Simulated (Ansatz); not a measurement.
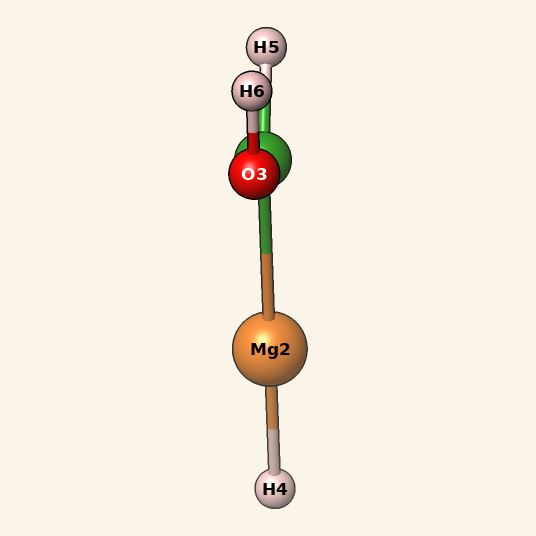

B1 lies behind O3. The molecule seen nearly along the O3–B1 bond, O3 in front. Depth is shown by fading: the farther an atom, the more it takes the colour of the background. The geometry was computed by an optimisation with PBE0-D4/def2-TZVP. No frequency run is at hand to confirm it as a minimum.

Q: What is the torsion angle H6–O3–B1–Mg2? The sign is positive where the front bond must turn clockwise to cover the back bond.

A: 180°, antiperiplanar (anti).
